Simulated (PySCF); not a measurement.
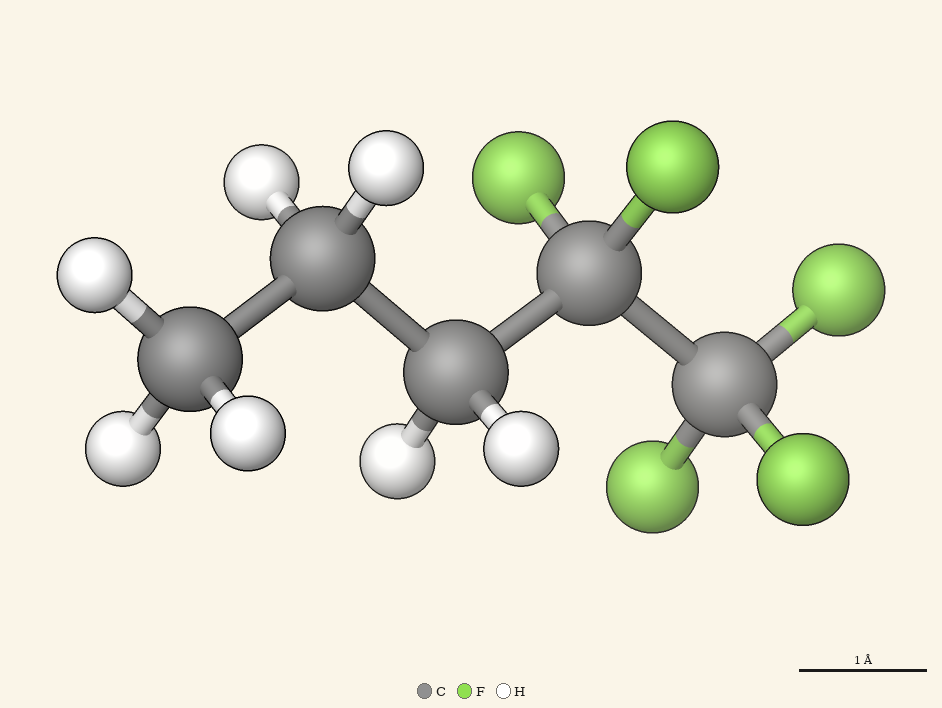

Identify the structure.

The molecule is C5H7F5. As SMILES it reads `CCCC(F)(F)C(F)(F)F`. It has no ring. Among its groups: C–F bond. Coordination: 5 C tetrahedral.

More results for the same structure follow; atom numbers are the same in all pictures, views and colours differ. The geometry was computed by an optimisation with PBE0-D3(BJ)/def2-SVP. No frequency run is at hand to confirm it as a minimum.

## NMR shielding

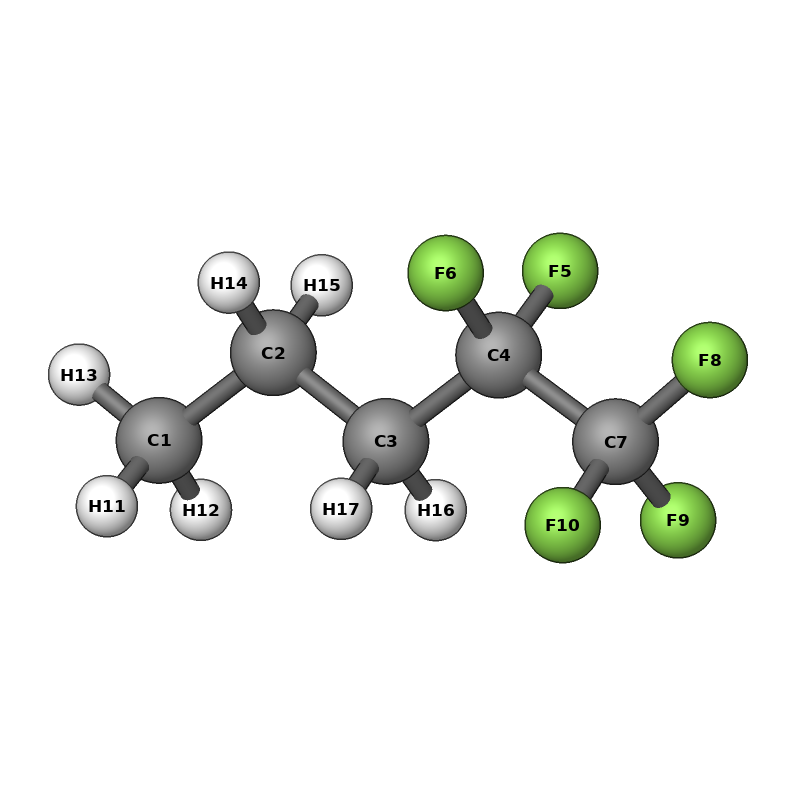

No frequency run is at hand to confirm it as a minimum. Level of theory: GIAO PBE0/pcSseg-1 NMR shielding, non-relativistic, IEF-PCM cyclohexane (PySCF 2.14.0). Principal shieldings σ11 ≤ σ22 ≤ σ33, span Ω = σ33 − σ11, skew κ = 3(σiso − σ22)/Ω.

Which C atom has the most anisotropic shielding?

C3, with a span of 35 ppm.

Give the shielding tensors of the C atoms.

```csv
atom,σ11,σ22,σ33,σiso,Ω,κ
C1,159.6,162.2,186.5,169.4,26.9,0.80
C2,161.5,171.8,174.0,169.1,12.5,−0.65
C3,134.5,145.1,169.8,149.8,35.3,0.40
C4,48.3,74.0,74.1,65.5,25.8,−0.99
C7,52.3,59.2,65.9,59.1,13.6,−0.01
```

Shieldings and span in ppm.

## Electronic properties

No frequency run is at hand to confirm it as a minimum. Method: PBE0/pcSseg-1 in cyclohexane (IEF-PCM) (PySCF 2.14.0).

Estimate the HOMO–LUMO gap.

11.08 eV.

What is the dipole moment?

2.59 D.

Estimate the HOMO energy (Kohn–Sham orbital).

−9.59 eV.

## Charges

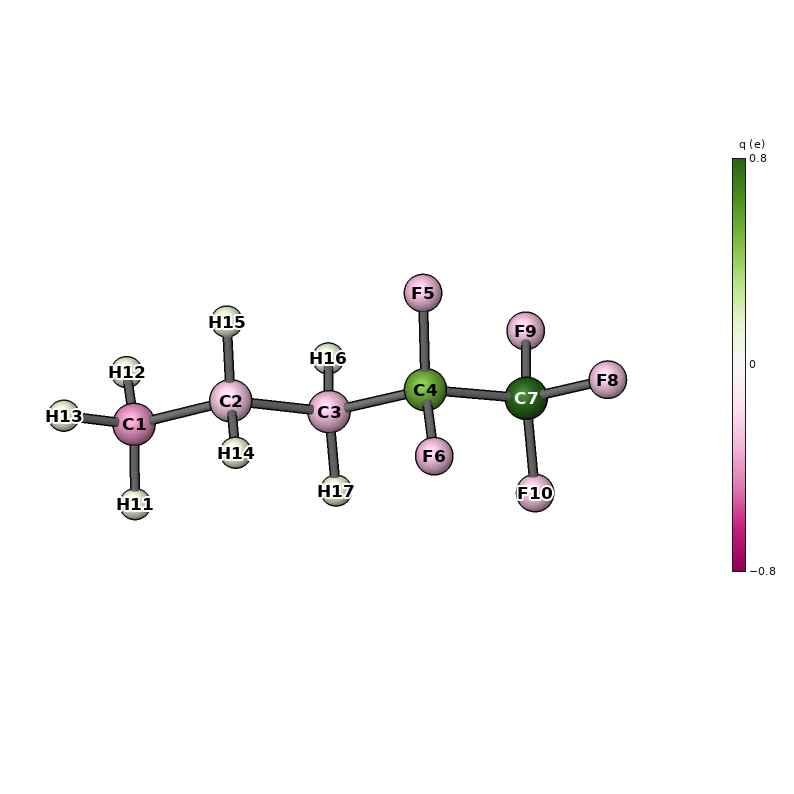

Atoms are coloured by their IAO charges. No frequency run is at hand to confirm it as a minimum. Method: PBE0/pcSseg-1 in chloroform (IEF-PCM) (PySCF 2.14.0).

Which atom carries the highest charge (most positive or least negative)?

C7 (0.79 e).

And the lowest?

C1 (−0.41 e).

List the IAO charges.

```tsv
atom	value (e)
C1	−0.41
C2	−0.25
C3	−0.30
C4	0.53
F5	−0.29
F6	−0.29
C7	0.79
F8	−0.26
F9	−0.27
F10	−0.27
H11	0.14
H12	0.14
H13	0.15
H14	0.14
H15	0.14
H16	0.16
H17	0.16
```
